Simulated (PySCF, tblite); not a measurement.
# C₃H₁₂B₂NP: geometry, infrared bands and NMR shifts

Aim: predict the infrared bands and NMR shifts of C₃H₁₂B₂NP (`CBNCB(C)P`).

Computed with tblite 0.8.0 and PySCF 2.14.0, with density-fitted response routines of our own, on a single molecule in the gas phase. Atoms count from 0, in the outputs and in this text.

## (1) The molecule as given

19 atoms, charge 0, multiplicity 1; geometry from: force field or distance geometry start.

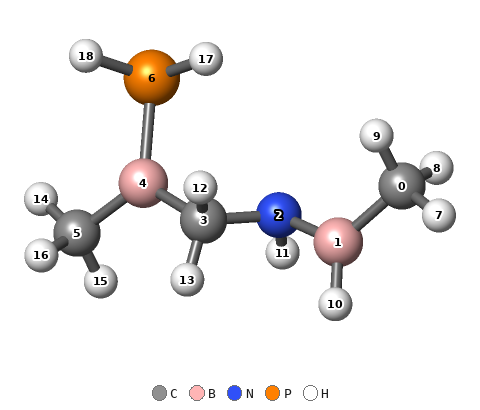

As it starts; carbon grey, boron pink, nitrogen blue, phosphorus orange, hydrogen white, atoms numbered.

## (2) Relaxing the molecule with GFN2-xTB

What the job is given:

```
{"job": {"kind": "relax", "xc": "GFN2-xTB", "basis": "xTB"}, "charge": 0, "multiplicity": 1}
C     -3.311900    -0.220800     0.143800
B     -2.082700     0.766200     0.237400
N     -0.774500     0.424800    -0.490900
C      0.317200     0.299300     0.452900
B      1.626800    -0.217600    -0.287300
C      2.935400     0.679800    -0.306900
P      1.625600    -1.922100    -1.203300
H     -4.156700     0.188300     0.749000
H     -3.629000    -0.312100    -0.914500
H     -3.039900    -1.218800     0.537100
H     -2.158000     1.745100     0.895000
H     -0.584900     1.238900    -1.119000
H      0.066800    -0.462400     1.251100
H      0.537100     1.266300     0.952300
H      3.742600     0.181000    -0.871600
H      2.714300     1.658300    -0.768700
H      3.282000     0.851900     0.741400
H      0.390000    -2.390000    -0.584400
H      2.490100    -2.546900    -0.208600
```

Launch:

```sh
$ OMP_NUM_THREADS=1 python probes_run.py task.json out
```

This one command runs all jobs of the session in turn.

Standard output:

```text
step      E/eV     max force
  0    -554.82247    2.213
  1    -555.01530    0.879
  2    -555.10021    0.584
  3    -555.11999    0.403
  4    -555.13523    0.288
  5    -555.14126    0.221
  6    -555.15184    0.233
  7    -555.15854    0.237
  8    -555.16683    0.223
  9    -555.17431    0.201
 10    -555.18298    0.243
 11    -555.19465    0.297
 12    -555.21535    0.622
 13    -555.24813    1.430
 14    -555.30520    1.385
 15    -555.41210    1.562
 16    -555.24849    5.162
 17    -555.49125    1.191
 18    -555.57322    1.249
 19    -555.64635    0.866
 20    -555.69335    1.551
 21    -555.74281    1.288
 22    -555.82053    0.498
 23    -555.84560    0.392
 24    -555.88064    0.404
 25    -555.91321    0.516
 26    -555.94463    0.608
 27    -555.97366    1.332
 28    -556.00160    0.853
 29    -556.06010    0.552
 30    -556.09769    0.631
 31    -556.15973    0.883
 32    -556.20716    0.789
 33    -556.25393    0.493
 34    -556.28366    0.466
 35    -556.30849    0.518
 36    -556.32270    0.374
 37    -556.33536    0.307
 38    -556.34601    0.263
 39    -556.35915    0.246
 40    -556.36675    0.269
 41    -556.37596    0.184
 42    -556.38138    0.146
 43    -556.38554    0.156
 44    -556.38812    0.167
 45    -556.39029    0.157
 46    -556.39242    0.136
 47    -556.39443    0.120
 48    -556.39622    0.106
 49    -556.39784    0.126
 50    -556.39939    0.110
 51    -556.40085    0.100
 52    -556.40220    0.087
 53    -556.40328    0.081
 54    -556.40417    0.075
 55    -556.40487    0.056
 56    -556.40553    0.070
 57    -556.40624    0.090
 58    -556.40710    0.116
 59    -556.40797    0.101
 60    -556.40868    0.057
 61    -556.40924    0.054
 62    -556.40982    0.066
 63    -556.41053    0.089
 64    -556.41127    0.078
 65    -556.41183    0.059
 66    -556.41218    0.041
 67    -556.41247    0.041
 68    -556.41280    0.048
 69    -556.41318    0.050
 70    -556.41365    0.054
 71    -556.41434    0.073
 72    -556.41542    0.084
 73    -556.41691    0.114
 74    -556.41854    0.098
 75    -556.41984    0.070
 76    -556.42090    0.080
 77    -556.42227    0.117
 78    -556.42432    0.171
 79    -556.42692    0.152
 80    -556.42929    0.101
 81    -556.43090    0.154
 82    -556.43319    0.160
 83    -556.43617    0.165
 84    -556.44003    0.125
 85    -556.44172    0.077
 86    -556.44275    0.120
 87    -556.44383    0.075
 88    -556.44499    0.091
 89    -556.44598    0.083
 90    -556.44705    0.081
 91    -556.44790    0.109
 92    -556.44904    0.085
 93    -556.45057    0.102
 94    -556.45314    0.160
 95    -556.45631    0.179
 96    -556.46007    0.131
 97    -556.46270    0.181
 98    -556.46535    0.104
 99    -556.46666    0.083
100    -556.46821    0.065
101    -556.46920    0.075
102    -556.47031    0.089
103    -556.47134    0.102
104    -556.47254    0.077
105    -556.47387    0.080
106    -556.47525    0.079
107    -556.47663    0.065
108    -556.47790    0.084
109    -556.47907    0.091
110    -556.48019    0.085
111    -556.48136    0.072
112    -556.48262    0.085
113    -556.48428    0.129
114    -556.48596    0.110
115    -556.48766    0.085
116    -556.48891    0.065
117    -556.48968    0.043
118    -556.49004    0.043
119    -556.49046    0.043
120    -556.49085    0.036
121    -556.49116    0.031
122    -556.49134    0.039
123    -556.49148    0.026
124    -556.49166    0.028
125    -556.49191    0.031
126    -556.49207    0.033
127    -556.49223    0.040
128    -556.49244    0.045
129    -556.49280    0.045
130    -556.49329    0.051
131    -556.49381    0.047
132    -556.49428    0.052
133    -556.49470    0.059
134    -556.49512    0.052
135    -556.49551    0.044
136    -556.49588    0.039
137    -556.49622    0.036
138    -556.49657    0.042
139    -556.49685    0.038
140    -556.49706    0.036
141    -556.49722    0.025
142    -556.49737    0.023
143    -556.49749    0.024
144    -556.49758    0.019
145    -556.49764    0.019
146    -556.49768    0.015
147    -556.49772    0.013
148    -556.49776    0.013
149    -556.49780    0.017
150    -556.49785    0.020
151    -556.49791    0.016
152    -556.49797    0.020
153    -556.49804    0.023
154    -556.49812    0.019
155    -556.49821    0.021
156    -556.49829    0.016
157    -556.49834    0.017
158    -556.49838    0.018
159    -556.49843    0.018
160    -556.49850    0.019
161    -556.49861    0.026
162    -556.49873    0.030
163    -556.49885    0.028
164    -556.49897    0.026
165    -556.49908    0.023
166    -556.49920    0.024
167    -556.49932    0.025
168    -556.49946    0.025
169    -556.49963    0.032
170    -556.49984    0.045
171    -556.50002    0.056
172    -556.50035    0.050
173    -556.50085    0.051
174    -556.50138    0.051
175    -556.50181    0.086
176    -556.50212    0.036
177    -556.50223    0.073
178    -556.50241    0.060
179    -556.50258    0.023
180    -556.50270    0.023
181    -556.50284    0.034
182    -556.50295    0.026
183    -556.50303    0.022
184    -556.50311    0.022
185    -556.50322    0.020
186    -556.50330    0.016
187    -556.50334    0.020
188    -556.50339    0.012
189    -556.50343    0.011
190    -556.50346    0.008
```

Wall time 1.3 s (1 thread of Arm Neoverse V1, shared host); peak memory 0.18 GiB.

The steps of the relaxation: (not every step is listed)

```tsv
step	energy from step 0 (eV)	largest force (eV/Å)
0	0.0000	2.2126
1	-0.1928	0.8794
2	-0.2777	0.5839
3	-0.2975	0.4035
4	-0.3128	0.2881
5	-0.3188	0.2212
6	-0.3294	0.2327
7	-0.3361	0.2366
8	-0.3444	0.2231
25	-1.0907	0.5161
42	-1.5589	0.1463
59	-1.5855	0.1014
76	-1.5984	0.0798
93	-1.6281	0.1024
110	-1.6577	0.0850
127	-1.6698	0.0401
144	-1.6751	0.0187
161	-1.6761	0.0263
178	-1.6799	0.0598
185	-1.6808	0.0201
186	-1.6808	0.0160
187	-1.6809	0.0203
188	-1.6809	0.0118
189	-1.6810	0.0108
190	-1.6810	0.0077
```

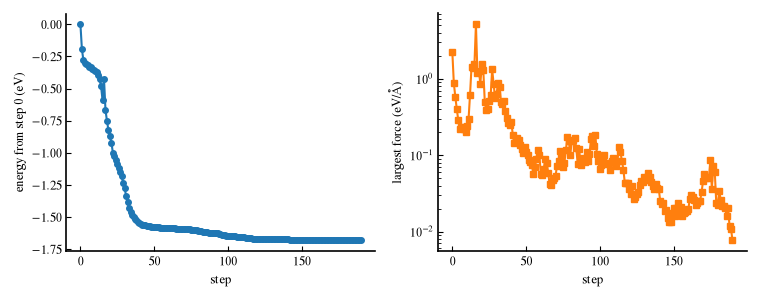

Energy and force, step by step.

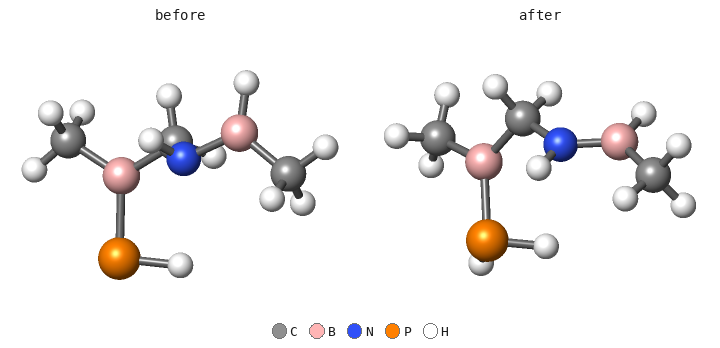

Before and after, at one scale.

Distances of close pairs at the start and the end, largest changes first:

```tsv
bond	before (Å)	after (Å)	change (Å)
B1–N2	1.536	1.378	-0.157
P6–H17	1.459	1.381	-0.078
P6–H18	1.458	1.382	-0.076
B4–P6	1.935	1.887	-0.048
C3–H12	1.131	1.095	-0.036
N2–H11	1.046	1.012	-0.033
C5–H16	1.117	1.088	-0.030
C0–H7	1.117	1.089	-0.028
```

The next job starts from the end point, and lists it.

## (3) Infrared spectrum with GFN2-xTB

What the job is given:

```
{"job": {"kind": "ir", "xc": "GFN2-xTB", "basis": "xTB"}, "charge": 0, "multiplicity": 1}
C     -3.337739    -0.332898     0.057927
B     -1.966905     0.173677     0.673201
N     -0.915112     0.500242    -0.155383
C      0.419658     0.940847     0.221790
B      1.608547     0.018648    -0.282030
C      3.099033     0.463502    -0.030040
P      1.207371    -1.469532    -1.369901
H     -4.161728     0.315025     0.352860
H     -3.330246    -0.380956    -1.029444
H     -3.587114    -1.326343     0.428250
H     -1.820521     0.277952     1.835132
H     -1.013370     0.419604    -1.159620
H      0.443489     1.016757     1.313852
H      0.574612     1.969496    -0.140124
H      3.779204    -0.371290     0.131508
H      3.465338     0.978284    -0.919992
H      3.209960     1.156262     0.801216
H      0.161174    -1.983186    -0.629891
H      2.154545    -2.356841    -0.894476
```

Standard output:

```text
mode    cm-1     km/mol
  1      33.3      1.62
  2      51.9      0.52
  3      57.9      1.05
  4      90.6      0.40
  5     114.7      8.16
  6     174.0      1.41
  7     224.0      4.60
  8     236.2      3.15
  9     237.1      2.28
 10     284.6      8.82
 11     379.0      2.60
 12     445.5      3.33
 13     538.9     20.78
 14     605.7     46.38
 15     618.4     54.39
 16     688.0      1.79
 17     736.8      3.99
 18     784.2     22.51
 19     807.3      2.62
 20     834.3      4.18
 21     847.7    110.09
 22     884.6     93.18
 23     996.2     14.91
 24    1024.3     62.83
 25    1044.0    115.56
 26    1084.6      9.50
 27    1117.1     94.63
 28    1130.5     20.73
 29    1168.5     64.67
 30    1267.5      8.07
 31    1317.5     39.86
 32    1387.2     28.42
 33    1396.8     19.94
 34    1439.3     18.08
 35    1477.0      5.23
 36    1484.0    228.87
 37    1490.4      0.77
 38    1504.1      0.21
 39    1518.3     25.33
 40    2320.5     98.07
 41    2407.8    142.65
 42    2584.4    173.11
 43    2849.4     56.13
 44    2948.1     22.49
 45    2987.9     16.52
 46    3007.6     48.30
 47    3017.2     69.30
 48    3019.3     30.42
 49    3024.7     25.47
 50    3032.7     25.19
 51    3395.2      6.77
```

It took 0.65 s on 1 thread of Arm Neoverse V1, shared host; peak memory 0.18 GiB.

The strongest bands and the atoms that carry them (share of the mass-weighted mode):

```tsv
cm⁻¹	km/mol	atoms
848	110.1	B4 25 %, H15 21 %, C5 11 %
885	93.2	B1 24 %, H10 20 %, H7 19 %, H9 19 %
1044	115.6	B4 43 %, H16 14 %, C5 11 %
1117	94.6	B4 38 %, C3 16 %, H12 12 %, N2 11 %
1484	228.9	N2 38 %, B1 27 %, H11 11 %
2320	98.1	H18 56 %, H17 41 %
2408	142.7	H17 56 %, H18 40 %
2584	173.1	H10 92 %
```

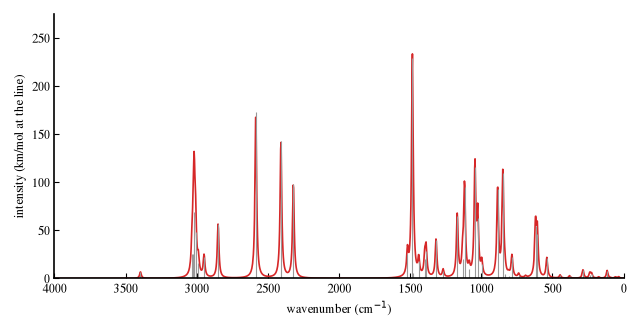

The infrared spectrum from these modes, unscaled. Lines are broadened to a width of 14 cm⁻¹ (Lorentzian).

## (4) NMR shieldings: PBE0/pcSseg-1

Same as in step 3 but for these lines:

```diff
@@ -1,2 +1,2 @@
-{"job": {"kind": "ir", "xc": "GFN2-xTB", "basis": "xTB"}, "charge": 0, "multiplicity": 1}
+{"job": {"kind": "nmr", "xc": "PBE0", "basis": "pcSseg-1"}, "charge": 0, "multiplicity": 1}
 C     -3.337739    -0.332898     0.057927
```

Level: GIAO PBE0/pcSseg-1 NMR shielding, non-relativistic, gas phase.

Standard output:

```text
coarse grid: 15560 points
cycle   1  E = -566.8279277418  dE =  4.913e-01  |g| = 5.010e-01  |ddm| = 3.655e+00
cycle   2  E = -566.8251399900  dE =  2.788e-03  |g| = 5.227e-01  |ddm| = 9.219e-01
cycle   3  E = -566.8961652762  dE = -7.103e-02  |g| = 5.234e-02  |ddm| = 4.859e-01
cycle   4  E = -566.8966511378  dE = -4.859e-04  |g| = 3.066e-02  |ddm| = 7.154e-02
cycle   5  E = -566.8968562045  dE = -2.051e-04  |g| = 6.639e-03  |ddm| = 2.463e-02
cycle   6  E = -566.8968663212  dE = -1.012e-05  |g| = 1.858e-03  |ddm| = 7.855e-03
cycle   7  E = -566.8968670893  dE = -7.681e-07  |g| = 3.732e-04  |ddm| = 2.138e-03
final grid: 143424 points
cycle   8  E = -566.9326109070  dE = -4.634e-05  |g| = 8.965e-03  |ddm| = 3.419e-02
cycle   9  E = -566.9326035612  dE =  7.346e-06  |g| = 1.054e-02  |ddm| = 1.673e-02
cycle  10  E = -566.9326313219  dE = -2.776e-05  |g| = 1.152e-03  |ddm| = 9.504e-03
cycle  11  E = -566.9326316404  dE = -3.185e-07  |g| = 2.095e-04  |ddm| = 1.045e-03
cycle  12  E = -566.9326316488  dE = -8.436e-09  |g| = 7.114e-05  |ddm| = 2.365e-04
cycle  13  E = -566.9326316502  dE = -1.422e-09  |g| = 1.911e-05  |ddm| = 1.004e-04
cycle  14  E = -566.9326316503  dE = -9.413e-11  |g| = 4.326e-06  |ddm| = 2.181e-05
converged SCF energy = -566.9326316503

GIAO shielding tensors (ppm)
atom      isotropic    diamagn.    paramagn.     s11        s22        s33       span
  0 C      180.569     251.876     -71.306    169.290    179.576    192.842     23.553
  1 B       60.739     196.359    -135.620     20.983     50.417    110.817     89.835
  2 N      123.997     324.502    -200.505     17.676    163.193    191.121    173.445
  3 C      128.931     249.006    -120.075    112.222    118.694    155.877     43.656
  4 B        0.459     193.388    -192.929    -79.702    -36.611    117.688    197.389
  5 C      172.834     251.402     -78.568    149.569    181.666    187.265     37.696
  6 P      525.503     969.475    -443.972    458.714    504.335    613.461    154.748
  7 H       31.241      28.384       2.856     27.826     28.086     37.810      9.984
  8 H       31.677      31.895      -0.218     27.865     31.095     36.073      8.209
  9 H       31.213      29.999       1.213     27.939     28.557     37.142      9.203
 10 H       26.780      32.750      -5.970     25.023     26.617     28.699      3.675
 11 H       27.438      35.826      -8.387     23.447     28.738     30.130      6.683
 12 H       28.070      32.387      -4.317     23.767     28.929     31.515      7.748
 13 H       27.987      30.974      -2.987     22.592     28.186     33.182     10.589
 14 H       30.234      29.497       0.737     25.943     29.764     34.995      9.052
 15 H       30.822      28.612       2.209     27.226     28.554     36.685      9.458
 16 H       30.548      30.440       0.107     26.484     29.668     35.491      9.006
 17 H       28.750      32.472      -3.721     22.788     28.734     34.730     11.942
 18 H       29.417      31.257      -1.841     24.530     27.109     36.612     12.082
```

It took 36 s on 1 thread of Arm Neoverse V1, shared host; peak memory 0.84 GiB.

The references, computed at this level on geometries of the same kind, shield at (ppm): 1H TMS 31.72, 13C TMS 186.9, 15N NH3 267.7, 31P H3PO4 318.4, 11B BF3·OEt2 100.1. Their shielding less the atom's gives the shift. The references are single molecules in the gas phase, so shifts against H2O, NH3, PH3, H3PO4 or CFCl3 are not on the usual liquid scales and can be off by tens of ppm. Atoms listed in one row are averaged.

```tsv
atoms	environment	σ (ppm)	δ (ppm)	δ scaled to CDCl3
C3	sp3 CH2 bonded to B and N	128.9	58.0	54.7
C5	methyl carbon bonded to B	172.8	14.1	11.8
C0	methyl carbon bonded to B	180.6	6.4	4.3
H10	hydrogen on a boron bonded to C, N	26.78	4.94	–
H11	hydrogen on a nitrogen bonded to C, B	27.44	4.28	–
H12, H13	hydrogen on an sp3 CH2 bonded to B and N	28.03	3.69	3.58
H17, H18	hydrogen on a phosphorus bonded to B	29.08	2.63	–
H14, H15, H16	hydrogen on a methyl carbon bonded to B	30.53	1.18	1.22
H7, H8, H9	hydrogen on a methyl carbon bonded to B	31.38	0.34	0.43
B4	boron bonded to 2 C, P	0.5	99.6	–
B1	boron bonded to C, N, H	60.7	39.3	–
N2	nitrogen bonded to C, B, H	124.0	143.7	–
P6	phosphorus bonded to B, 2 H	525.5	-207.1	–
```

The scaled column applies a straight-line fit of computed shieldings to shifts measured in CDCl3 (root-mean-square error 0.16 ppm for H, 1.9 ppm for C).

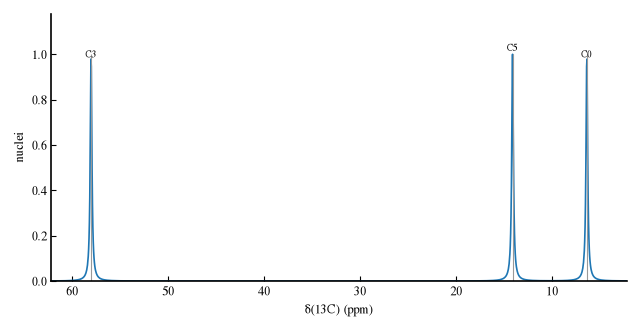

13C lines at the computed shifts, without couplings. Lines are broadened to a width of 0.21 ppm (Lorentzian).

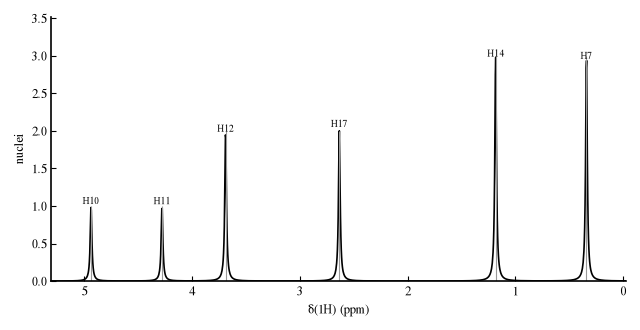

1H lines at the computed shifts, without couplings. Lines are broadened to a width of 0.02 ppm (Lorentzian).

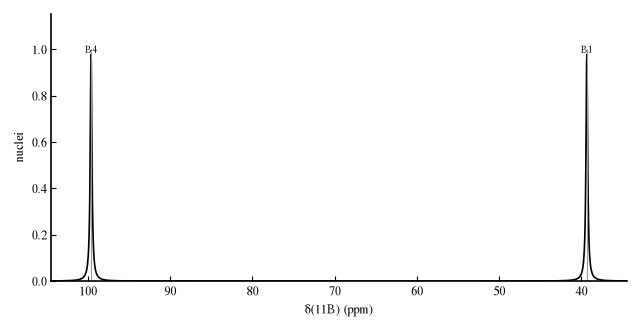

11B lines at the computed shifts, without couplings. Lines are broadened to a width of 0.24 ppm (Lorentzian).

The run also stored atomic charges by several schemes (e):

```tsv
atoms	Mulliken	IAO	Hirshfeld	ESP fit
C0	-0.53	-0.57	-0.20	-0.61
B1	0.28	0.11	0.12	0.39
N2	-0.52	-0.35	-0.16	-0.48
C3	-0.17	-0.28	-0.09	-0.33
B4	0.21	0.11	0.14	0.44
C5	-0.50	-0.57	-0.19	-0.53
P6	-0.11	0.07	0.00	-0.41
```

ESP fit charges:

C0 -0.61; B1 0.39; N2 -0.48; C3 -0.33; B4 0.44; C5 -0.53; P6 -0.41; H7 0.14; H8 0.11; H9 0.14; H10 -0.13; H11 0.34; H12 0.15; H13 0.13; H14 0.12; H15 0.16; H16 0.10; H17 0.12; H18 0.13

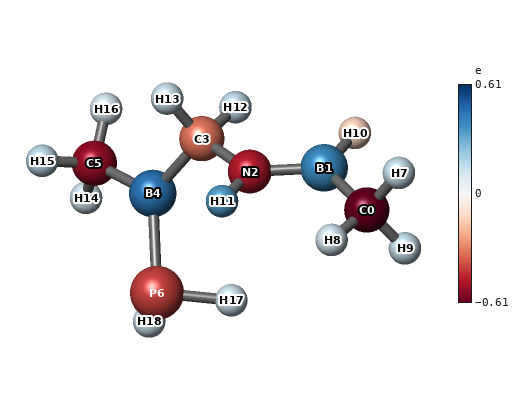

ESP fit charges, as colours on the atoms.

Mayer bond orders: C0–B1 1.02, B1–N2 1.36, N2–C3 0.93, C3–B4 1.00, B4–C5 1.06, B4–P6 1.17.

Orbitals, density, ELF and potential are computed afterwards from the orbital file.

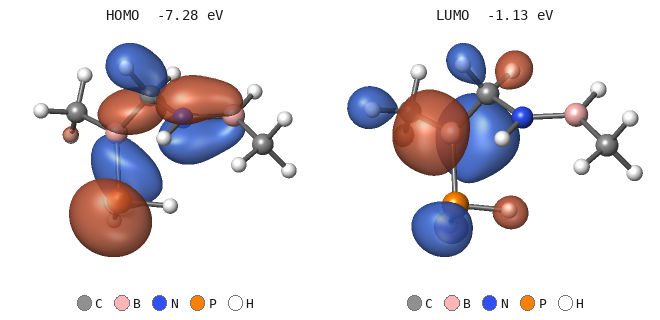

PBE0/pcSseg-1 orbitals near the gap, drawn at the value that encloses 70 % of each; the two colours are the two signs.

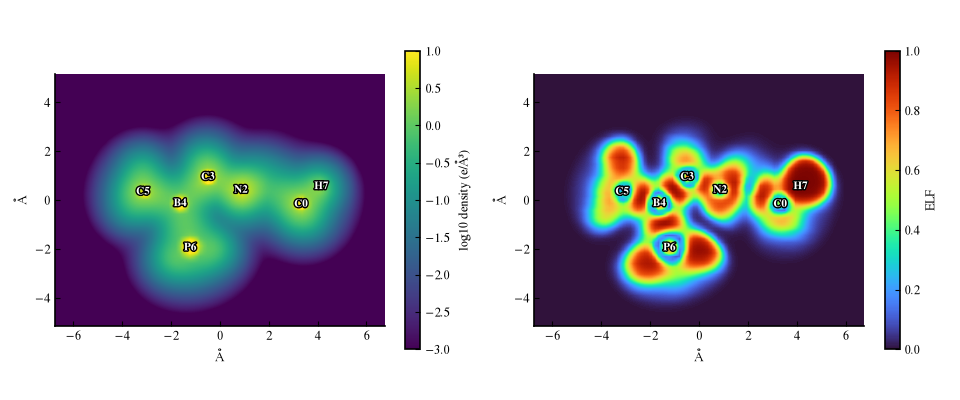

Density (left) and ELF (right) in a plane through or near 7 of the atoms.

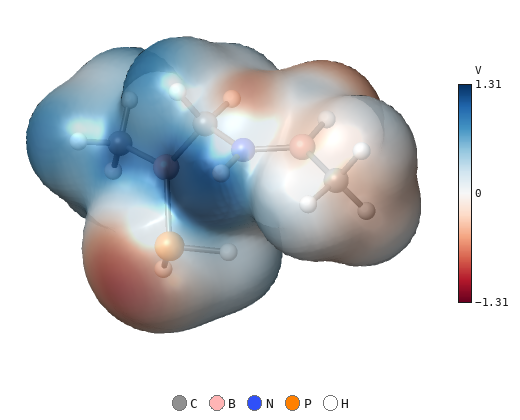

The potential that a unit positive charge feels on the 0.002 e/bohr³ surface, from -0.75 V near P6 to 1.31 V near H11.

## (5) Outcome

| quantity | value |
| --- | --- |
| strongest single infrared mode (GFN2-xTB) | 1484 cm⁻¹, 229 km/mol |
| zero-point energy (GFN2-xTB) | 94.5 kcal/mol |
| 13C shifts against TMS (PBE0/pcSseg-1) | 58.0, 14.1, 6.4 ppm |
| 1H shifts against TMS (PBE0/pcSseg-1, means over atoms taken as alike) | 4.94, 4.28, 3.69, 2.63, 1.18, 0.34 ppm |
| 11B shifts against BF3·OEt2 (PBE0/pcSseg-1) | 99.6, 39.3 ppm |
| 15N shifts against NH3 (PBE0/pcSseg-1) | 143.7 ppm |
| 31P shifts against H3PO4 (PBE0/pcSseg-1) | -207.1 ppm |
| surface potential, least and greatest | -0.75 V and 1.31 V |

What this shows: Over 190 steps the energy fell by 1.681 eV; of the close pairs, B1–N2 changed most, 1.536 to 1.378 Å. No mode is imaginary among the 51: a minimum at this level. The strongest single mode, at 1484 cm⁻¹, is carried by N2, B1, H11. GFN2-xTB is a fitted tight-binding method: band positions and strengths are rough. Its intensities can rank the bands wrongly. The most deshielded carbon is C3 (sp3 CH2 bonded to B and N), at 58.0 ppm: deshielded by the electronegative neighbour. At PBE0/pcSseg-1: The largest span, 197 ppm, is at B4, where the paramagnetic term is -193 ppm. By nearest atom (PBE0/pcSseg-1), the HOMO sits on P6 29 %; N2 22 % and the LUMO on B4 55 %; P6 11 %.
